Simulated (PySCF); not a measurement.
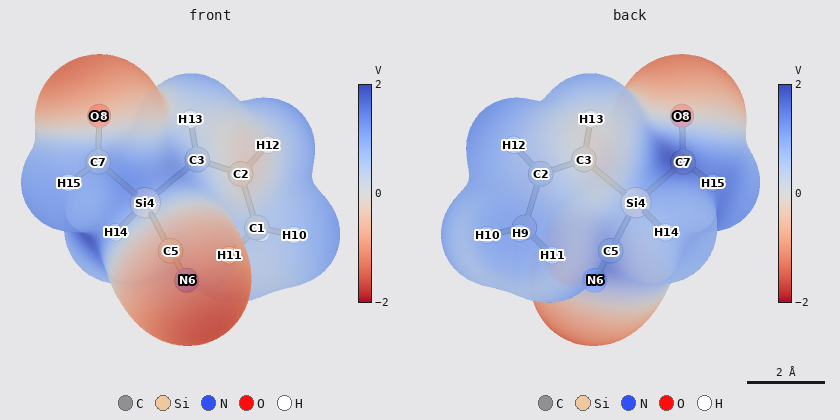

Figure 1: C5H7NOSi. The electrostatic potential painted on the density surface at 0.002 e/bohr³, seen from the front and from behind; the colour scale runs from red (negative) to blue (positive).

Geometry: GFN2-xTB.

These are results of PBE0/def2-SVPD, SCF density, gas phase (PySCF 2.14.0), not measurements.

Input file:

```
{"job": {"kind": "uv", "xc": "PBE0", "basis": "def2-SVPD", "nstates": 8, "ntriplets": 3}, "charge": 0, "multiplicity": 1}
C     -2.169984     0.711715    -0.309027
C     -1.330678     0.754679     0.917397
C     -0.133440     0.194653     1.067333
Si     0.812018    -0.797324    -0.208837
C      1.067944     0.168811    -1.792224
N      1.215773     0.769268    -2.756823
C      2.598261    -1.087364     0.447114
O      2.935582    -0.838004     1.574939
H     -3.121084     0.225707    -0.090438
H     -2.392509     1.725749    -0.640418
H     -1.675809     0.178543    -1.117202
H     -1.770911     1.304011     1.742894
H      0.366722     0.306657     2.022992
H      0.254170    -2.092112    -0.619083
H      3.339531    -1.517001    -0.260530
```

Launched as:

```sh
OMP_NUM_THREADS=1 python probes_run.py task.json out
```

Which sites attract a positive test charge, and which a negative one?

Answer. A positive charge is drawn to the negative regions and a negative charge to the positive ones. The most negative region (about −1.7 V, or −39 kcal/mol for a unit charge) lies over N6, the most positive (about +1.8 V, or +42 kcal/mol for a unit charge) over Si4. N6 is the likeliest acceptor of a hydrogen bond.
